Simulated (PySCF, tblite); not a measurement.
**C2H12Si4: geometry, infrared bands and NMR shifts**

What infrared bands and NMR shifts should C2H12Si4 (`[SiH3]C[SiH]1[SiH2]C[SiH2]1`) show?

The runs use tblite 0.8.0 and PySCF 2.14.0, with density-fitted response routines of our own; the level of theory stands in each step. All values are computed, except where a source is named. Atoms are numbered from 0 throughout.

## 1. The starting structure

18 atoms, charge 0, multiplicity 1; geometry from: force field or distance geometry start.

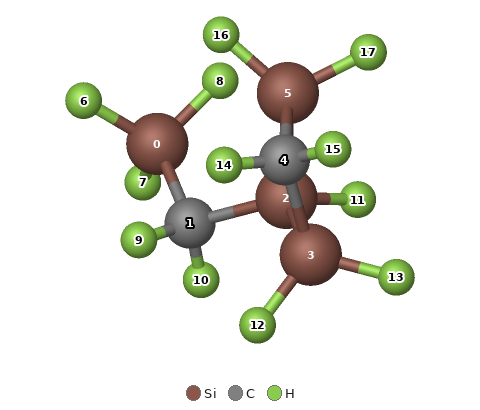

As it starts; silicon brown, carbon grey, hydrogen green, atoms numbered; sticks join atoms by distance.

## 2. Relaxing the molecule with GFN2-xTB

Job settings and geometry (Å):

```
{"job": {"kind": "relax", "xc": "GFN2-xTB", "basis": "xTB"}, "charge": 0, "multiplicity": 1}
Si    -2.940200     0.061800     0.023200
C     -1.382800    -0.756100     0.627700
Si    -0.019100    -0.721600    -0.604900
Si     2.046400    -0.896200     0.129500
C      2.375000     0.927500    -0.070300
Si     0.866300     1.224600    -1.125700
H     -3.201200     1.317600     0.751700
H     -4.057200    -0.863900     0.167100
H     -2.844600     0.431600    -1.395600
H     -1.103700    -0.382200     1.639400
H     -1.661900    -1.835200     0.791600
H     -0.291100    -1.566100    -1.786200
H      2.163700    -1.376800     1.524600
H      2.897300    -1.697500    -0.745500
H      2.387700     1.446300     0.905300
H      3.353400     1.042600    -0.579600
H      0.157000     2.438800    -0.766200
H      1.246400     1.211000    -2.556700
```

The run is started by

```console
$ OMP_NUM_THREADS=1 python probes_run.py task.json out
```

One launch serves the whole session: the jobs run in the order shown.

Standard output:

```text
step      E/eV     max force
  0    -468.44038    3.320
  1    -468.77580    1.128
  2    -468.87194    0.829
  3    -468.97817    0.841
  4    -469.04664    0.614
  5    -469.08416    0.466
  6    -469.11585    0.412
  7    -469.14347    0.457
  8    -469.17464    0.509
  9    -469.21008    0.503
 10    -469.23515    0.373
 11    -469.24666    0.208
 12    -469.25349    0.208
 13    -469.25856    0.158
 14    -469.26170    0.099
 15    -469.26388    0.102
 16    -469.26568    0.114
 17    -469.26727    0.107
 18    -469.26853    0.080
 19    -469.26952    0.071
 20    -469.27037    0.084
 21    -469.27117    0.070
 22    -469.27197    0.071
 23    -469.27279    0.066
 24    -469.27359    0.069
 25    -469.27427    0.065
 26    -469.27475    0.048
 27    -469.27508    0.050
 28    -469.27537    0.048
 29    -469.27569    0.044
 30    -469.27605    0.058
 31    -469.27640    0.049
 32    -469.27672    0.049
 33    -469.27704    0.054
 34    -469.27739    0.072
 35    -469.27779    0.078
 36    -469.27816    0.058
 37    -469.27846    0.040
 38    -469.27871    0.042
 39    -469.27899    0.059
 40    -469.27935    0.065
 41    -469.27980    0.072
 42    -469.28027    0.079
 43    -469.28070    0.061
 44    -469.28106    0.050
 45    -469.28137    0.041
 46    -469.28163    0.039
 47    -469.28191    0.048
 48    -469.28228    0.061
 49    -469.28274    0.062
 50    -469.28325    0.059
 51    -469.28378    0.057
 52    -469.28441    0.063
 53    -469.28530    0.084
 54    -469.28661    0.097
 55    -469.28834    0.109
 56    -469.29032    0.098
 57    -469.29238    0.104
 58    -469.29428    0.118
 59    -469.29263    0.286
 60    -469.29659    0.093
 61    -469.29740    0.067
 62    -469.29986    0.104
 63    -469.30085    0.113
 64    -469.30426    0.120
 65    -469.30580    0.107
 66    -469.30719    0.095
 67    -469.30769    0.131
 68    -469.30918    0.097
 69    -469.31006    0.061
 70    -469.31114    0.069
 71    -469.31173    0.066
 72    -469.31254    0.055
 73    -469.31321    0.077
 74    -469.31388    0.072
 75    -469.31435    0.054
 76    -469.31480    0.059
 77    -469.31533    0.065
 78    -469.31599    0.073
 79    -469.31667    0.071
 80    -469.31718    0.057
 81    -469.31752    0.046
 82    -469.31787    0.055
 83    -469.31836    0.075
 84    -469.31892    0.091
 85    -469.31938    0.072
 86    -469.31983    0.045
 87    -469.32028    0.052
 88    -469.32072    0.047
 89    -469.32149    0.074
 90    -469.32231    0.076
 91    -469.32312    0.069
 92    -469.32381    0.061
 93    -469.32442    0.045
 94    -469.32491    0.038
 95    -469.32528    0.047
 96    -469.32559    0.046
 97    -469.32600    0.063
 98    -469.32652    0.063
 99    -469.32700    0.047
100    -469.32741    0.035
101    -469.32770    0.029
102    -469.32789    0.030
103    -469.32808    0.036
104    -469.32826    0.037
105    -469.32846    0.034
106    -469.32870    0.033
107    -469.32897    0.035
108    -469.32925    0.040
109    -469.32951    0.035
110    -469.32969    0.027
111    -469.32980    0.025
112    -469.32990    0.019
113    -469.33002    0.026
114    -469.33021    0.029
115    -469.33043    0.033
116    -469.33060    0.034
117    -469.33071    0.030
118    -469.33080    0.023
119    -469.33095    0.030
120    -469.33123    0.040
121    -469.33169    0.049
122    -469.33224    0.048
123    -469.33265    0.035
124    -469.33287    0.028
125    -469.33298    0.033
126    -469.33315    0.033
127    -469.33338    0.036
128    -469.33369    0.046
129    -469.33393    0.050
130    -469.33425    0.045
131    -469.33453    0.030
132    -469.33471    0.023
133    -469.33478    0.019
134    -469.33482    0.018
135    -469.33486    0.016
136    -469.33492    0.018
137    -469.33498    0.018
138    -469.33503    0.024
139    -469.33508    0.026
140    -469.33513    0.022
141    -469.33519    0.018
142    -469.33524    0.014
143    -469.33529    0.016
144    -469.33533    0.020
145    -469.33539    0.022
146    -469.33546    0.020
147    -469.33554    0.016
148    -469.33560    0.016
149    -469.33565    0.017
150    -469.33571    0.021
151    -469.33579    0.024
152    -469.33586    0.021
153    -469.33593    0.019
154    -469.33601    0.024
155    -469.33611    0.029
156    -469.33628    0.041
157    -469.33650    0.045
158    -469.33671    0.040
159    -469.33689    0.031
160    -469.33702    0.026
161    -469.33715    0.029
162    -469.33729    0.029
163    -469.33745    0.028
164    -469.33762    0.030
165    -469.33775    0.030
166    -469.33781    0.019
167    -469.33784    0.014
168    -469.33787    0.010
169    -469.33788    0.009
```

It took 5.2 s on 1 thread of Intel Xeon at 2.50GHz, shared host; peak memory 0.18 GiB.

The steps of the relaxation: (not every step is listed)

```csv
step,energy from step 0 (eV),largest force (eV/Å)
0,0.0000,3.3201
1,-0.3354,1.1276
2,-0.4316,0.8289
3,-0.5378,0.8410
4,-0.6063,0.6144
5,-0.6438,0.4662
6,-0.6755,0.4116
7,-0.7031,0.4573
8,-0.7343,0.5092
23,-0.8324,0.0659
38,-0.8383,0.0415
53,-0.8449,0.0836
68,-0.8688,0.0970
83,-0.8780,0.0753
98,-0.8861,0.0629
113,-0.8896,0.0262
128,-0.8933,0.0461
143,-0.8949,0.0164
158,-0.8963,0.0402
164,-0.8972,0.0301
165,-0.8974,0.0301
166,-0.8974,0.0195
167,-0.8975,0.0141
168,-0.8975,0.0102
169,-0.8975,0.0094
```

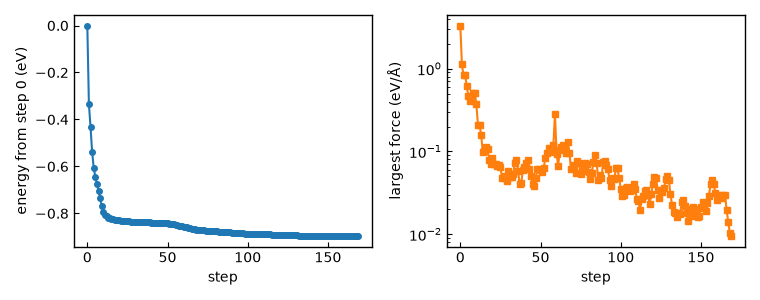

Energy and largest force along the relaxation.

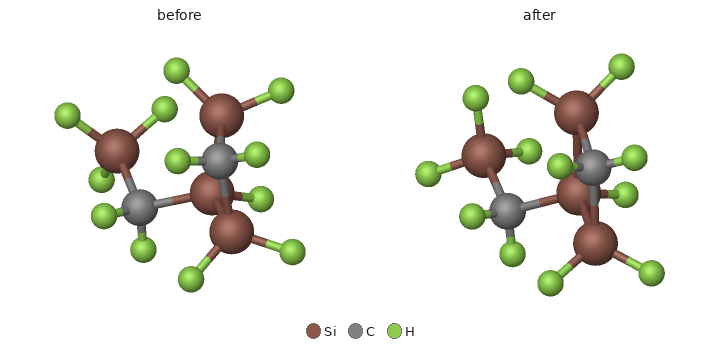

The geometry before (left) and after (right).

Distances of close pairs at the start and the end, largest changes first:

```csv
bond,before (Å),after (Å),change (Å)
Si2–Si3,2.199,2.348,+0.149
Si2–Si5,2.201,2.342,+0.141
C1–Si2,1.839,1.913,+0.074
Si3–C4,1.864,1.932,+0.069
C4–Si5,1.865,1.933,+0.068
Si0–C1,1.860,1.897,+0.037
C1–H10,1.127,1.091,-0.036
C1–H9,1.114,1.091,-0.023
```

The final coordinates are the input of the step that follows.

## 3. Harmonic vibrations with GFN2-xTB

Job settings and geometry (Å):

```
{"job": {"kind": "ir", "xc": "GFN2-xTB", "basis": "xTB"}, "charge": 0, "multiplicity": 1}
Si    -3.120514    -0.070707    -0.099640
C     -1.499916    -0.853708     0.500567
Si    -0.005733    -0.667440    -0.679249
Si     2.123465    -1.028581     0.243008
C      2.518764     0.813005    -0.188829
Si     0.876482     1.484426    -0.956128
H     -2.912509     1.362526    -0.322755
H     -4.175810    -0.257351     0.902028
H     -3.535469    -0.708990    -1.350549
H     -1.235842    -0.420691     1.466451
H     -1.670441    -1.915317     0.684878
H     -0.366281    -1.435334    -1.890782
H      2.271773    -1.280337     1.684744
H      3.089439    -1.934925    -0.392973
H      2.828415     1.384452     0.685051
H      3.350906     0.890547    -0.887605
H      0.351180     2.609934    -0.169283
H      1.103333     2.034807    -2.299630
```

Standard output:

```text
mode    cm-1     km/mol
  1      38.7      0.16
  2      49.7      0.41
  3      74.6      0.80
  4      94.9      2.13
  5     132.8      2.15
  6     168.7      2.63
  7     307.2      4.86
  8     318.8      4.54
  9     359.6     27.16
 10     388.8      2.08
 11     416.1      0.45
 12     465.2    140.60
 13     489.3     21.33
 14     496.3      1.09
 15     507.9      0.20
 16     514.4     37.96
 17     588.7    144.93
 18     595.9    129.57
 19     620.9     45.28
 20     648.6     77.32
 21     681.9     61.18
 22     711.6     60.76
 23     721.9    505.38
 24     730.7    328.14
 25     786.8    173.84
 26     794.8    313.65
 27     797.9    234.75
 28     805.8     48.09
 29     812.1    519.44
 30     825.5     11.47
 31     967.3      0.35
 32    1023.2      3.18
 33    1114.2     59.99
 34    1130.6     85.46
 35    1461.0      0.35
 36    1482.5      1.69
 37    2080.2    238.40
 38    2163.0     40.67
 39    2172.3    888.19
 40    2188.3    357.86
 41    2191.2     99.50
 42    2230.3    441.80
 43    2243.8    311.18
 44    2253.8    282.44
 45    2960.0     43.87
 46    2970.6     15.83
 47    2980.0     40.67
 48    2996.6     18.61
```

Run time: 2.9 s. Hardware: 1 thread of Intel Xeon at 2.50GHz, shared host; peak memory 0.18 GiB.

Which atoms move in the most intense modes:

```csv
cm⁻¹,km/mol,atoms
722,505.4,"C1 21 %, H9 14 %, H11 14 %, H10 13 %"
731,328.1,"C4 21 %, Si5 10 %"
795,313.6,"H7 28 %, H6 28 %, H8 15 %, Si0 15 %"
812,519.4,"H16 25 %, H17 24 %, H12 19 %, H13 19 %"
2172,888.2,"H16 44 %, H12 25 %, H17 20 %"
2188,357.9,"H13 37 %, H17 33 %, H16 18 %"
2230,441.8,H7 92 %
2244,311.2,H6 92 %
```

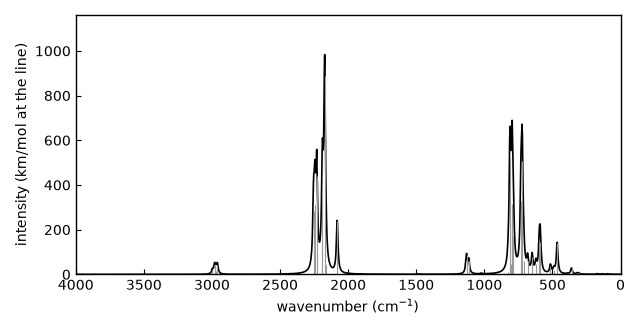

The infrared spectrum from these modes, unscaled. Lines are broadened to a width of 14 cm⁻¹ (Lorentzian).

## 4. Shielding tensors: PBE0/pcSseg-1

The job, as its differences from that of step 3:

```diff
@@ -1,2 +1,2 @@
-{"job": {"kind": "ir", "xc": "GFN2-xTB", "basis": "xTB"}, "charge": 0, "multiplicity": 1}
+{"job": {"kind": "nmr", "xc": "PBE0", "basis": "pcSseg-1"}, "charge": 0, "multiplicity": 1}
 Si    -3.120514    -0.070707    -0.099640
```

Method: GIAO PBE0/pcSseg-1 NMR shielding, non-relativistic, gas phase.

Standard output:

```text
coarse grid: 16112 points
cycle   1  E = -1240.6664692852  dE =  8.862e-02  |g| = 4.545e-01  |ddm| = 3.823e+00
cycle   2  E = -1240.6305326586  dE =  3.594e-02  |g| = 5.652e-01  |ddm| = 8.899e-01
cycle   3  E = -1240.7183482046  dE = -8.782e-02  |g| = 4.115e-02  |ddm| = 5.846e-01
cycle   4  E = -1240.7188299802  dE = -4.818e-04  |g| = 1.231e-02  |ddm| = 7.661e-02
cycle   5  E = -1240.7188717180  dE = -4.174e-05  |g| = 3.950e-03  |ddm| = 2.423e-02
cycle   6  E = -1240.7188765264  dE = -4.808e-06  |g| = 9.482e-04  |ddm| = 6.393e-03
final grid: 134584 points
cycle   7  E = -1240.7511260969  dE = -1.766e-05  |g| = 5.917e-03  |ddm| = 2.058e-02
cycle   8  E = -1240.7511185813  dE =  7.516e-06  |g| = 7.777e-03  |ddm| = 1.259e-02
cycle   9  E = -1240.7511348958  dE = -1.631e-05  |g| = 3.973e-04  |ddm| = 7.685e-03
cycle  10  E = -1240.7511349252  dE = -2.948e-08  |g| = 6.670e-05  |ddm| = 5.469e-04
cycle  11  E = -1240.7511349261  dE = -9.099e-10  |g| = 3.343e-05  |ddm| = 1.366e-04
cycle  12  E = -1240.7511349264  dE = -3.051e-10  |g| = 9.764e-06  |ddm| = 4.750e-05
converged SCF energy = -1240.7511349264

GIAO shielding tensors (ppm)
atom      isotropic    diamagn.    paramagn.     s11        s22        s33       span
  0 Si     422.322     878.991    -456.669    394.064    403.140    469.762     75.698
  1 C      197.937     257.286     -59.349    191.397    195.381    207.033     15.636
  2 Si     379.220     881.314    -502.094    302.729    396.036    438.894    136.164
  3 Si     400.470     880.743    -480.273    357.551    372.706    471.153    113.602
  4 C      198.075     258.129     -60.053    183.029    200.887    210.310     27.280
  5 Si     402.612     881.006    -478.394    359.449    374.186    474.201    114.752
  6 H       27.931      28.934      -1.002     24.131     27.382     32.280      8.149
  7 H       27.555      27.919      -0.364     23.823     25.101     33.741      9.918
  8 H       27.934      28.466      -0.532     24.354     26.272     33.176      8.822
  9 H       31.517      33.655      -2.138     26.088     30.061     38.401     12.313
 10 H       31.692      31.065       0.627     25.926     29.137     40.013     14.086
 11 H       26.623      30.571      -3.948     23.534     26.012     30.322      6.788
 12 H       27.094      29.885      -2.791     24.170     25.177     31.935      7.764
 13 H       26.977      29.713      -2.736     23.550     25.044     32.337      8.787
 14 H       31.102      30.866       0.235     26.214     27.959     39.132     12.918
 15 H       31.065      29.631       1.434     26.059     28.178     38.958     12.900
 16 H       27.065      30.317      -3.251     23.814     25.758     31.624      7.810
 17 H       27.018      30.045      -3.026     23.473     25.361     32.221      8.748
```

Run time: 1.8 min. Hardware: 1 thread of Intel Xeon at 2.50GHz, shared host; peak memory 0.79 GiB.

The references, computed at this level on geometries of the same kind, shield at (ppm): 1H TMS 31.72, 13C TMS 186.9, 29Si TMS 349.2. Their shielding less the atom's gives the shift. The references are single molecules in the gas phase. Atoms listed in one row are averaged.

```csv
atoms,environment,σ (ppm),δ (ppm),δ scaled to CDCl3
C1,sp3 CH2 bonded to 2 Si,197.9,-11.0,-12.7
C4,sp3 CH2 bonded to 2 Si,198.1,-11.2,-12.8
H11,"hydrogen on a silicon bonded to C, 2 Si, in a 4-membered ring",26.62,5.09,–
"H13, H17","hydrogen on a silicon bonded to C, Si, in a 4-membered ring",27.00,4.72,–
"H12, H16","hydrogen on a silicon bonded to C, Si, in a 4-membered ring",27.08,4.64,–
"H6, H7, H8",hydrogen on a silicon bonded to C,27.81,3.91,–
H15,hydrogen on an sp3 CH2 bonded to 2 Si,31.07,0.65,0.72
H14,hydrogen on an sp3 CH2 bonded to 2 Si,31.10,0.62,0.69
"H9, H10",hydrogen on an sp3 CH2 bonded to 2 Si,31.60,0.11,0.21
Si2,"silicon bonded to C, 2 Si, H, in a 4-membered ring",379.2,-30.1,–
"Si3, Si5","silicon bonded to C, Si, 2 H, in a 4-membered ring",401.5,-52.4,–
Si0,"silicon bonded to C, 3 H",422.3,-73.2,–
```

The scaled column applies a straight-line fit of computed shieldings to shifts measured in CDCl3 (root-mean-square error 0.16 ppm for H, 1.9 ppm for C).

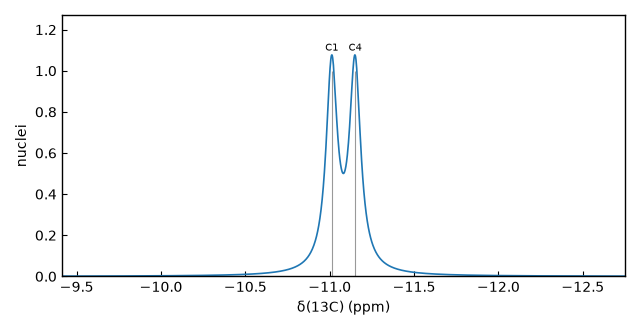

13C lines at the computed shifts, without couplings. Lines are broadened to a width of 0.08 ppm (Lorentzian).

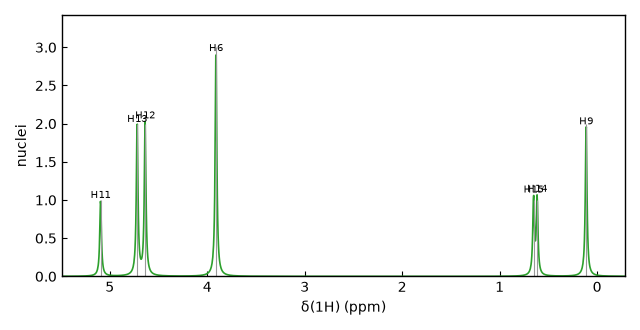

1H lines at the computed shifts, without couplings. Lines are broadened to a width of 0.02 ppm (Lorentzian).

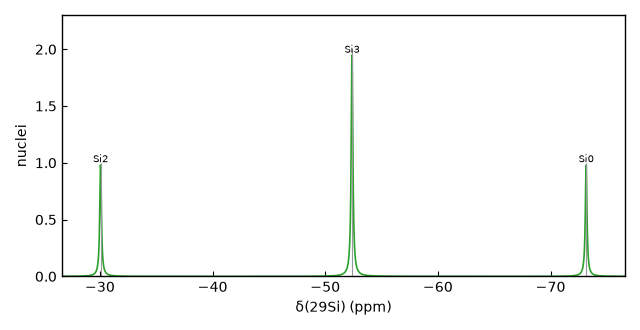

29Si lines at the computed shifts, without couplings. Lines are broadened to a width of 0.17 ppm (Lorentzian).

Charges from the same density, by scheme (e):

```csv
atoms,Mulliken,IAO,Hirshfeld,ESP fit
Si0,0.50,0.61,0.31,0.42
C1,-0.82,-0.79,-0.24,-0.33
Si2,0.04,0.31,0.18,0.10
"Si3, Si5",0.46,0.45,0.24,0.23
C4,-0.86,-0.81,-0.25,-0.25
```

Hirshfeld charges:

Si0 0.31; C1 -0.24; Si2 0.18; Si3 0.24; C4 -0.25; Si5 0.24; H6 -0.08; H7 -0.08; H8 -0.08; H9 0.04; H10 0.04; H11 -0.08; H12 -0.08; H13 -0.08; H14 0.03; H15 0.04; H16 -0.08; H17 -0.08

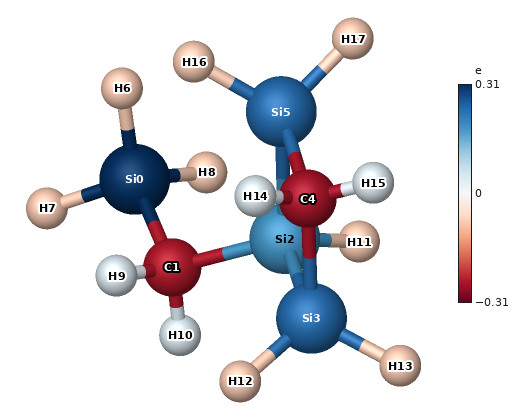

Hirshfeld charges, as colours on the atoms.

Mayer bond orders: Si0–C1 0.92, C1–Si2 0.89, Si2–Si3 0.87, Si3–C4 0.90, C4–Si5 0.90, Si5–Si2 0.86.

Ring of atoms Si2, Si3, C4, Si5: NICS(0) 2.5, NICS(1) -0.3, NICS(1)zz 7.0 ppm (means of both faces).

The fields below are evaluated on a grid from the run's orbitals.

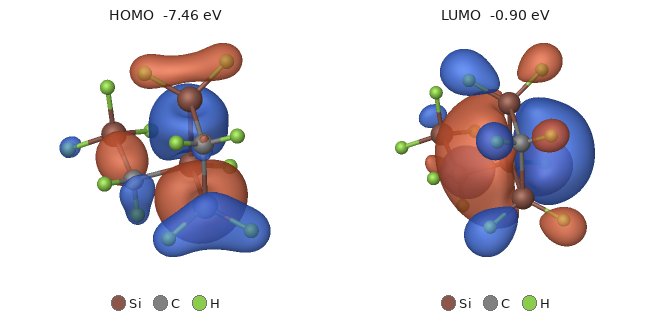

PBE0/pcSseg-1 orbitals near the gap, drawn at the value that encloses 70 % of each; the two colours are the two signs.

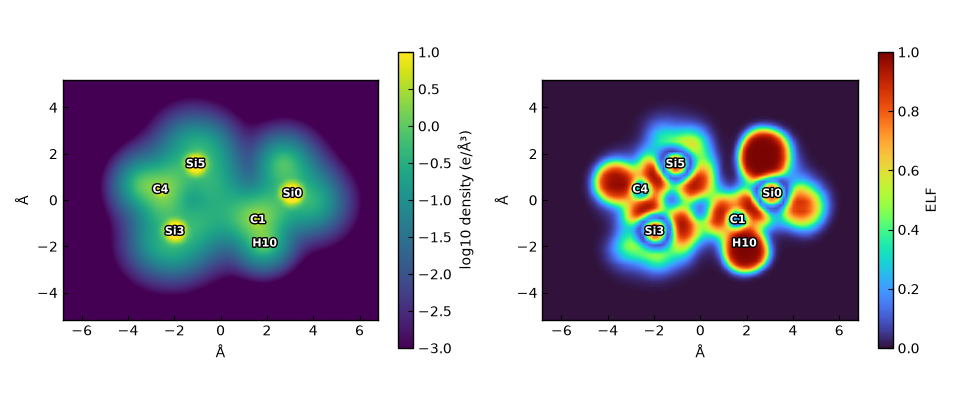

Density (left) and ELF (right) in a plane through or near 6 of the atoms.

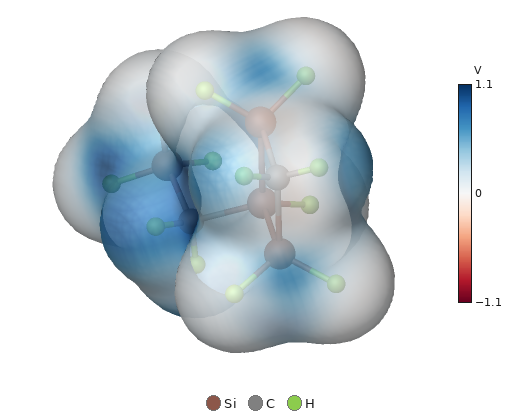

Electrostatic potential on the surface of density 0.002 e/bohr³; red is low, blue high. It runs from -0.03 to 1.10 V.

## 5. What came out

```
                                                                quantity                                         value
                               strongest single infrared mode (GFN2-xTB)                         2172 cm⁻¹, 888 km/mol
                                            zero-point energy (GFN2-xTB)                                 73.7 kcal/mol
                                  13C shifts against TMS (PBE0/pcSseg-1)                              -11.0, -11.2 ppm
  1H shifts against TMS (PBE0/pcSseg-1, means over atoms taken as alike)  5.09, 4.72, 4.64, 3.91, 0.65, 0.62, 0.11 ppm
29Si shifts against TMS (PBE0/pcSseg-1, means over atoms taken as alike)                       -30.1, -52.4, -73.2 ppm
                                   surface potential, least and greatest                            -0.03 V and 1.10 V
```

What this shows: Over 169 steps the energy fell by 0.897 eV; of the close pairs, Si2–Si3 changed most, 2.199 to 2.348 Å. All 48 modes are real, so the xTB geometry is a minimum. The strongest single mode, at 2172 cm⁻¹, is spread over several atoms, H16, H12, H17 among them. GFN2-xTB is a fitted tight-binding method: band positions and strengths are rough. Its intensities can rank the bands wrongly. At PBE0/pcSseg-1: The largest span, 136 ppm, is at Si2, where the paramagnetic term is -502 ppm. At PBE0/pcSseg-1, counted by nearest atom on the grid, the HOMO lies on Si2, Si3 about 26 % each; Si5 12 %, the LUMO on Si2 19 %; H11 11 %.
